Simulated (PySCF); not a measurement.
**C4H5Al, SMILES `[AlH]1C=CC=C1`: what the electrons do**

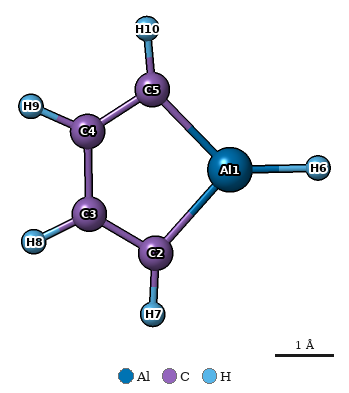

The molecule, with its atoms numbered as below. No frequency check shows the geometry to be a minimum.

Coordinates in Å:

```
Al1     -1.2831    0.0001    0.0000
C2       0.0480    1.4483    0.0000
C3       1.1951    0.7319    0.0000
C4       1.1947   -0.7324    0.0000
C5       0.0471   -1.4482    0.0000
H6      -2.8249    0.0021    0.0000
H7       0.1216    2.5305    0.0000
H8       2.1772    1.1980    0.0000
H9       2.1765   -1.1991    0.0000
H10      0.1202   -2.5304    0.0000
```

## 1. Bonding charge

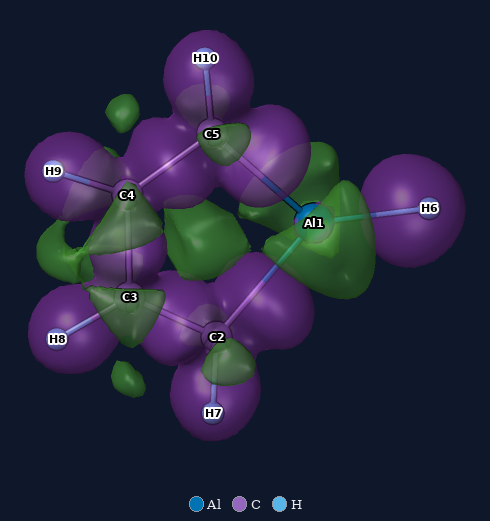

Deformation density (molecule less spherical, spin-averaged free atoms at the same positions), surfaces at ±0.06 e/Å³; purple: gain, green: loss.

Computed with PySCF, PBE0/6-31+G*, geometry: GFN2-xTB.

> How much density has each bond gained at its critical point, relative to the free atoms?

C3–H8 and C4–H9: +0.68 e/Å³ at the bond critical point (bond length 1.09 Å). C2–C3 and C4–C5: +0.66 e/Å³ at the bond critical point (bond length 1.35 Å). C2–H7 and C5–H10: +0.65 e/Å³ at the bond critical point (bond length 1.08 Å). C3–C4: +0.56 e/Å³ at the bond critical point (bond length 1.46 Å). Al1–H6: +0.15 e/Å³ at the bond critical point (bond length 1.54 Å). Al1–C5 and Al1–C2: +0.12 e/Å³ at the bond critical point (bond length 1.97 Å). In all, 2.4 electrons gather in the regions of gain relative to the promolecule. A small or negative value marks a very polar bond, one between electron-rich atoms, whose free-atom densities already overlap strongly, a long bond to a heavier atom, or a closed-shell contact such as a hydrogen bond.

## 2. Bond critical points

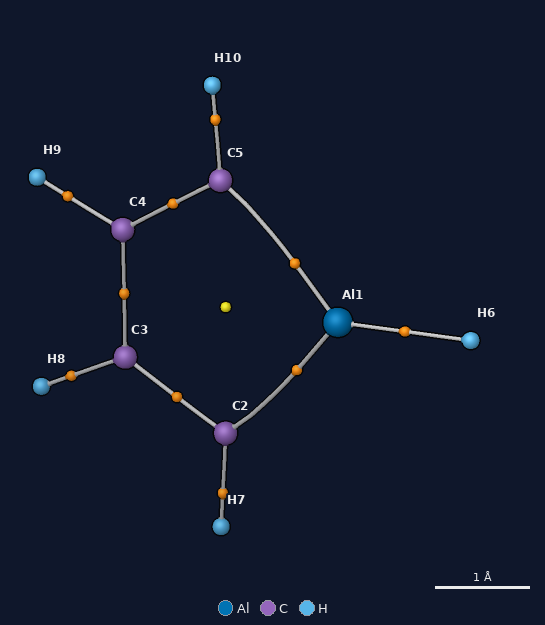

Molecular graph of the electron density (QTAIM): bond paths, bond critical points (orange), ring points (yellow, if any); weak paths are dashed.

> How many critical points of each kind are there, and does the count close?

10 nuclei, 10 bond, 1 ring and 0 cage critical points: 10 − 10 + 1 − 0 = 1, as the Poincaré–Hopf relation requires.

> What does the calculation give at each kind of bond critical point?

```tsv
bond	length (Å)	ρ (a.u.)	∇²ρ (a.u.)	ε	H (a.u.)
C2–C3 (2 alike)	1.352	0.332	−0.93	0.24	−0.365
C3–C4	1.464	0.279	−0.73	0.06	−0.251
C3–H8 (2 alike)	1.087	0.277	−0.96	0.01	−0.277
C2–H7 (2 alike)	1.085	0.272	−0.94	0.01	−0.272
Al1–H6	1.542	0.085	+0.26	0.03	−0.029
Al1–C5 (2 alike)	1.966	0.080	+0.32	0.06	−0.019
```

> What kind of interaction is C2–C3?

Shared-shell (covalent): ρ = 0.332, ∇²ρ = −0.93, H = −0.365 a.u. Its ellipticity of 0.24 shows that the density isn't cylindrical about the bond.

## 3. Local ionisation energy

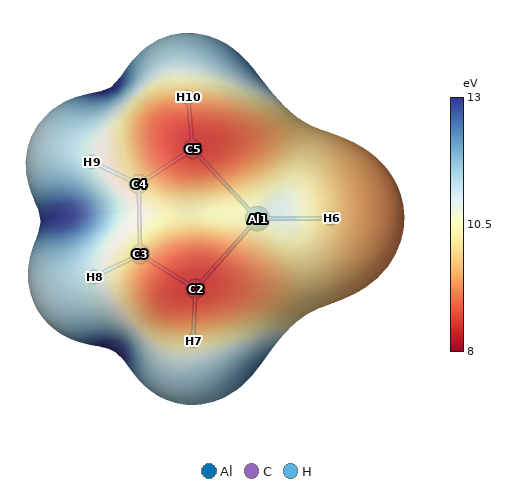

Average local ionisation energy on the surface of electron density 0.001 a.u.

> Locate the minima of the map.

The lowest value is 8.3 eV, off the molecular plane, over C2 (2.1 Å), and at like points elsewhere. Further minima include 9.3 eV, 1.5 Å from H6; 11.1 eV, 1.4 Å from H8. For comparison, the highest occupied orbital lies at −6.6 eV.

## 4. Removing or adding an electron

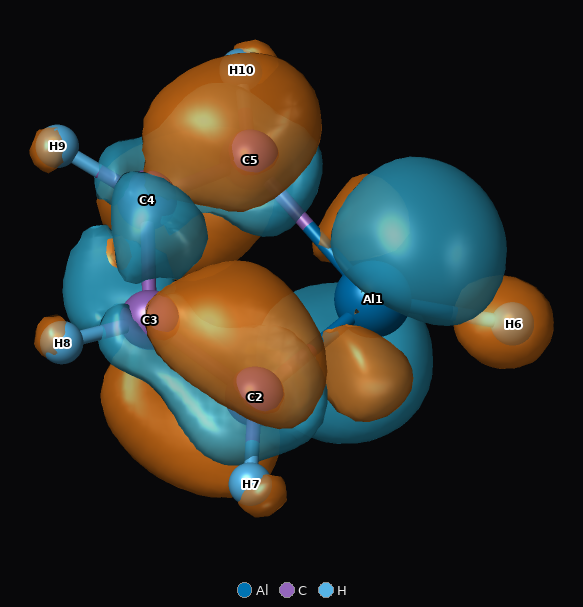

Dual descriptor f⁺ − f⁻ at ±0.015 e/Å³ (light blue positive, orange negative).

Level of theory: PBE/6-311+G** (PySCF), at a geometry from GFN2-xTB.

> Which atoms come out as electrophilic, and which as nucleophilic?

Electrophilic (positive): Al1 (+0.29). Nucleophilic (negative): C2 and C5 (−0.09). f⁻ (Hirshfeld-condensed) is largest on C2 and C5 (0.17 each), Al1 (0.14) and C3 and C4 (0.11 each); the vertical ionisation energy is 8.63 eV (the stability of the cation's solution wasn't checked). f⁺ (Hirshfeld-condensed) is largest on Al1 (0.43); the vertical electron affinity is 0.76 eV (the stability of the anion's solution wasn't checked; the anion's highest orbital has positive energy, so this value and f⁺ depend on the basis).

## 5. Stretching a bond

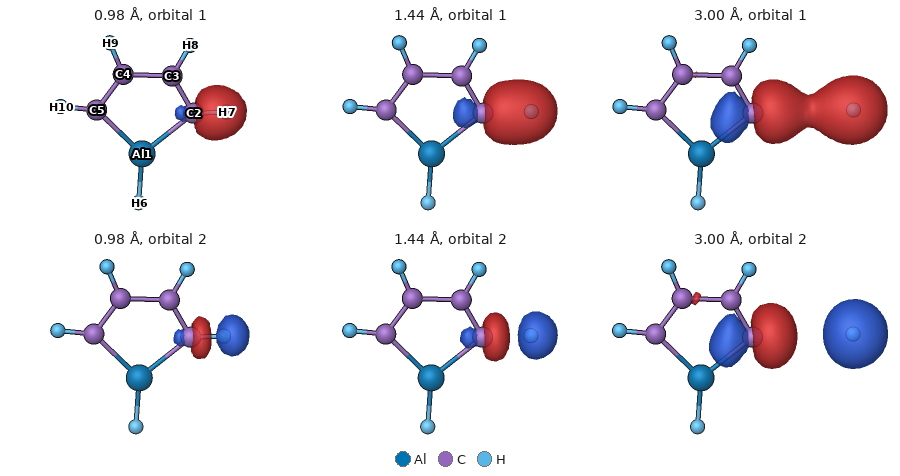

Rigid stretch of the C2–H7 bond. The two CASSCF(2,2) natural orbitals nearest half filling (orbital 1 the more occupied).

Computed with PySCF, def2-SVP basis, geometry: GFN2-xTB.

> How do the occupations change along the stretch?

0.98 Å: 1.99 and 0.01; 1.44 Å: 1.95 and 0.05; 3.00 Å: 1.28 and 0.72. At the longest distance computed (3.00 Å) they are 1.28 and 0.72, and the effective number of unpaired electrons is 1.7.

UHF's ⟨S²⟩ passes 1 along the scan (up to 1.66), so it also polarises electrons outside the stretched bond; its energy lowering isn't due to that bond alone.

UHF already breaks spin symmetry near equilibrium here (⟨S²⟩ = 0.55 at 1.07 Å), for reasons apart from this bond.

> How much energy does the stretch cost?

By CASSCF, 4.5 eV from the lowest point of the scan (1.07 Å) to 3.00 Å; RHF gives 7.5 eV from its own lowest point. The fragments aren't relaxed and dynamic correlation is missing, so this isn't a bond dissociation energy.
